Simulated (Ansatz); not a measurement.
# BSiH$_{7}$O: single-point calculation

- system: BSiH$_{7}$O, SMILES [BH3-][OH+][SiH3]
- method: RKS BLYP-D4/def2-TZVPP (Ansatz 0.2.0)

The geometry comes from this level: PBE0-D4/def2-TZVP.

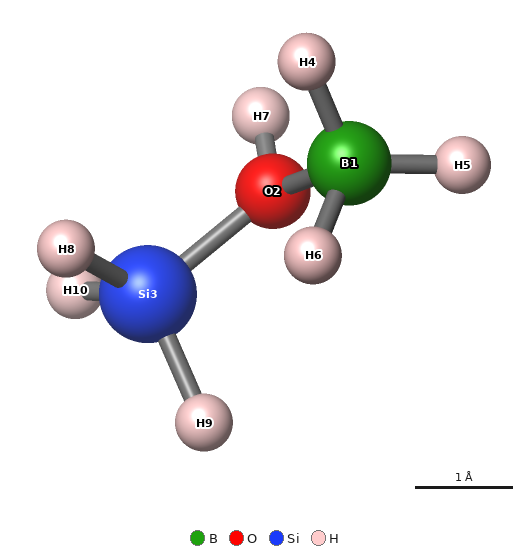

*The structure as given in the input (ball-and-stick view, seen at an oblique angle; atoms are numbered from 1 in the order of the input).*

## Results in brief

```json
{"quantity": "outcome", "value": "converged"}
{"quantity": "total energy", "value": "−10715.7733 eV"}
{"quantity": "mean-field energy", "value": "−10715.4247 eV"}
{"quantity": "dispersion energy", "value": "−0.3486 eV"}
{"quantity": "SCF solution under orbital rotations", "value": "stable"}
{"quantity": "HOMO", "value": "−6.62 eV"}
{"quantity": "LUMO", "value": "−1.56 eV"}
{"quantity": "hardware", "value": "4 threads of Arm Neoverse V1, 23 GiB of memory available, shared host"}
{"quantity": "wall time", "value": "1.1 s (CPU time 4 s)"}
{"quantity": "peak memory", "value": "0.21 GiB"}
```

## Input
```yaml
crystal:
  periodic: [false, false, false]
  atoms:
    - {symbol: B, position_ang: [-1.052076, 0.637004, -0.702980]}
    - {symbol: O, position_ang: [0.558349, 0.314431, -0.508694]}
    - {symbol: Si, position_ang: [0.810141, -0.603398, 0.898896]}
    - {symbol: H, position_ang: [-1.439894, -0.189409, -1.493539]}
    - {symbol: H, position_ang: [-1.110208, 1.783958, -1.060067]}
    - {symbol: H, position_ang: [-1.447197, 0.444886, 0.432858]}
    - {symbol: H, position_ang: [1.008469, 0.072564, -1.321834]}
    - {symbol: H, position_ang: [-0.076575, -1.783492, 0.914423]}
    - {symbol: H, position_ang: [0.601358, 0.300844, 2.042154]}
    - {symbol: H, position_ang: [2.230834, -1.028487, 0.801584]}
basis:
  gaussian: {orbitals: def2-TZVPP}
hamiltonian: {xc: {name: BLYP}, dispersion: d4}
output: {orbitals: {seedname: orbitals}}
```

Run as:
```bash
ansatz run in.yaml --threads 4 --pin off --events-out ev --progress --plain --max-ram 10444MiB
```

## Log
```
Functional definition: BLYP
  name "BLYP"
  cite "Becke, Phys. Rev. A 38, 3098 (1988) doi:10.1103/PhysRevA.38.3098"
  cite "Lee, Yang & Parr, Phys. Rev. B 37, 785 (1988) doi:10.1103/PhysRevB.37.785"
  parameter beta = 0.0042
  parameter a = 0.04918
  parameter b = 0.132
  parameter c = 0.2533
  parameter d = 0.349
  exchange = b88_x(beta = beta)
  correlation = lyp_c(a = a, b = b, c = c, d = d)
1021 factors; their error is unknown
mean field evaluation 1: about -10708.0366 eV, gradient 5.9e1 eV
mean field evaluation 2: about -10688.3828 eV, gradient 1.2e2 eV
mean field evaluation 4: about -10715.3207 eV, gradient 6.9e0 eV
mean field evaluation 8: about -10715.4478 eV, gradient 4.4e-2 eV
mean field evaluation 16: about -10715.4244 eV, gradient 1.8e-5 eV
mean field -10715.42437516 eV, -393.7845826117 hartree, gradient 1.8e-5 eV, S^2 0.000000; 0 other end points of the search recorded, 0 dependent functions left out
reference -10715.42474545 eV, -393.7845962195 hartree; 17, 17 occupied and 185, 185 virtual orbitals, 1021 factors
Total energy: -10715.77331303 eV, -393.7974058418 hartree
```

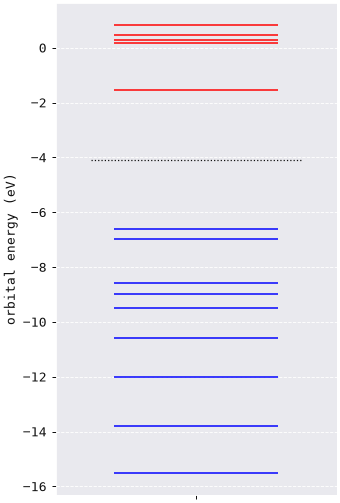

*Orbital energies near the frontier; the dotted line parts filled from empty levels, and levels within 0.02 eV of each other stand side by side.*

Highest filled −6.62 eV, lowest empty −1.56 eV, 5.06 eV apart.
